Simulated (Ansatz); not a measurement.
Amorphous Si₁₅B₁₅N₃₅

Preparation: random packing, a CHGNet melt and quench, and a DFT relaxation. N atoms were pushed apart under 1.9 Å during the dynamics, to hinder bonds among them. The hot cell started wider than the set density and was brought back towards it in steps. It is the lowest in DFT energy of 2 quenches. It is a model cell: composition and starting density were chosen by hand, and all elements were melted together. No dispersion term was used.

Methods: PBE, scalar-relativistic without spin-orbit coupling (Ansatz, a quantum-chemistry and plane-wave program); r2SCAN, scalar-relativistic without spin-orbit coupling (Ansatz); HSE06, scalar-relativistic without spin-orbit coupling (Ansatz). Geometry, pressure, stress and energy are those of the PBE run. Its sampling: a 2×2×2 Γ-centred mesh; Fermi-Dirac width 0.02 eV; no spin polarisation. Other functionals are single points at the zone centre (r2SCAN at 500 eV; exact exchange cut at the cell's faces), free to take moments where seeds were set. At PBE the levels at the filled edge of the gap are localised (band-tail or defect states), and the nearest spread-out levels lie 2.6 eV apart at the zone centre.

```json
{
 "number_of_atoms_in_the_cell": "65",
 "Density (held, not predicted)": "2.20 g/cm³",
 "volume_per_atom": "12.47 Å^3",
 "Pressure on a 2×2×2 Γ-centred mesh": "-3.91 GPa",
 "Largest force and stress component on that mesh (the relaxation ran on the zone centre alone)": "0.14 eV/Å and 4.0 GPa",
 "Energy relative to beta Si3N4 + bulk hexagonal BN (AA') (lowest mix at this level among the phases computed, not always the ambient ones)": "0.504 eV/atom",
 "Level gap on a 2×2×2 Γ-centred mesh (PBE)": "1.93 eV",
 "Level gap at the zone centre (PBE)": "1.97 eV",
 "Level gap at the zone centre (r2SCAN)": "2.37 eV",
 "Level gap at the zone centre (HSE06)": "3.20 eV"
}
```

Neighbours within Si-Si 2.60 Å, Si-B 2.28 Å, Si-N 2.10 Å, B-B 1.97 Å, B-N 2.00 Å, N-N 1.70 Å count as bonded. Two cations that share two anions don't count as bonded, nor two that share one unless they lie closer than Si-Si 2.38 Å, Si-B 2.09 Å, B-B 1.80 Å.

The mean coordination of Si by anions is 3.93 (2 with 3, 12 with 4, 1 with 5) and the mean coordination of B by anions comes out as 3.00 (1 with 2, 13 with 3, 1 with 4). The mean coordination of N is 2.97 (2 with 2, 32 with 3, 1 with 4) and the mean Si-N bond is 1.767 Å (spread 0.058 Å, 59 counted). The mean B-N bond is 1.494 Å (spread 0.085 Å, 45 counted).

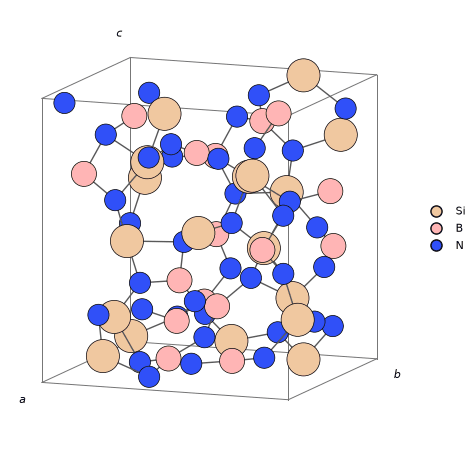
*The relaxed cell*

Its density started from a set value of 2.20 g/cm³. The quench (nominally 500 K/ps over its main leg) was far faster than any real one, so the model tends to hold more defects than a real film. Values belong to this one cell and scatter from quench to quench. The volume was held where the preparation left it and the shape relaxed, at a PBE pressure of -3.9 GPa (tension). Stress components on the final sampling reach 4.0 GPa. On a 2×2×2 Γ-centred mesh force components of up to 0.14 eV/Å stay, since the relaxation ran on the zone centre alone.
